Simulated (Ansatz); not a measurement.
**CH₄Ge+ (quartet): the correlation ladder, cc-pVDZ**

How much of the correlation energy of CH₄Ge+ (quartet) does each wave-function method recover here?

Method: cc-pVDZ, core rule «outside noble gas», up to 15 orbitals frozen; program: Ansatz 0.2.0, Gaussian basis.

To be run: UHF; CCSD(T) on ROHF; CCSD(T) on UHF; BCCD(T) on ROHF; CISD; CCSDT(Q) on ROHF; CCSDT(Q) on UHF.

17 further runs of the same task are left out: 3 that didn't finish, 14 set aside as unsound or not needed.

### Step 1. The system

The geometry is a PBE0/def2-TZVP stationary point (not a proven minimum) of the parent state, kept for this charge and spin. No spin-orbit coupling is included. The filled d shell of Ge may be among the frozen orbitals whatever the setting's name suggests; the logs give the count.

6 atoms, charge 1, spin multiplicity 4.

Atoms are counted from 1 here; the program's logs count them from 0.

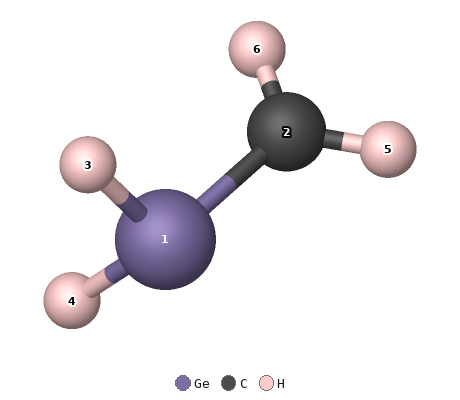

The structure; germanium purple, carbon dark grey, hydrogen pink; atoms are numbered from 1 in the order of the file.

Coordinates:

```xyz
6
charge 1, multiplicity 4
Ge    0.03069    0.00000    0.30353
C    -0.06159    0.00000   -1.61887
H    -0.64566    1.25789    0.90169
H    -0.64566   -1.25789    0.90169
H     0.82526    0.00000   -2.24189
H    -1.01209    0.00000   -2.14549
```

### Step 2. UHF

in.yaml reads:

```yaml
crystal:
  periodic: [false, false, false]
  atoms:
    - {symbol: Ge, position_ang: [0.030694, 0.000000, 0.303527]}
    - {symbol: C, position_ang: [-0.061588, 0.000000, -1.618867]}
    - {symbol: H, position_ang: [-0.645657, 1.257889, 0.901692]}
    - {symbol: H, position_ang: [-0.645656, -1.257890, 0.901692]}
    - {symbol: H, position_ang: [0.825261, 0.000000, -2.241892]}
    - {symbol: H, position_ang: [-1.012086, 0.000000, -2.145491]}
basis:
  gaussian: {orbitals: cc-pVDZ}
total_charge: 1
magnetization: {spin_polarized: true, initial_magnetization: 3}
hamiltonian: {xc: hf}
output: {orbitals: {seedname: orbitals}}
```

On the command line:

```sh
ansatz run in.yaml --threads 1 --pin off --events-out ev --progress --plain --max-ram 2393MiB
```

After this run come: CCSD(T) on ROHF; CCSD(T) on UHF; BCCD(T) on ROHF; CISD; CCSDT(Q) on ROHF; CCSDT(Q) on UHF.

Before running them: what should the planned runs give, taken together? Wanted: UCCSDT(Q) below the RHF energy; RMP2 from UCCSDT(Q); UMP2 from UCCSDT(Q); RCCSD from UCCSDT(Q); RCCSD(T) from UCCSDT(Q); UCCSD(T) from UCCSDT(Q); RCCSDT(Q) from UCCSDT(Q); T1 diagnostic.

The runs gave:

| quantity | value |
| --- | --- |
| UCCSDT(Q) below the RHF energy | -6.1497 eV |
| RMP2 from UCCSDT(Q) | +1347.8 meV |
| UMP2 from UCCSDT(Q) | +1323.7 meV |
| RCCSD from UCCSDT(Q) | +202.3 meV |
| RCCSD(T) from UCCSDT(Q) | +51.1 meV |
| UCCSD(T) from UCCSDT(Q) | +44.0 meV |
| RCCSDT(Q) from UCCSDT(Q) | +8.8 meV |
| levels within 1 kcal/mol (43 meV) | RCCSDT, UCCSDT, RCCSDT(Q) |
| T1 diagnostic | 0.033 |

What this shows: RCCSD(T) misses by +51.1 meV, 0.8 % of the correlation energy. These misses are within one basis, not against nature; the frozen cores of restricted and unrestricted runs differ, which can shift their rows.
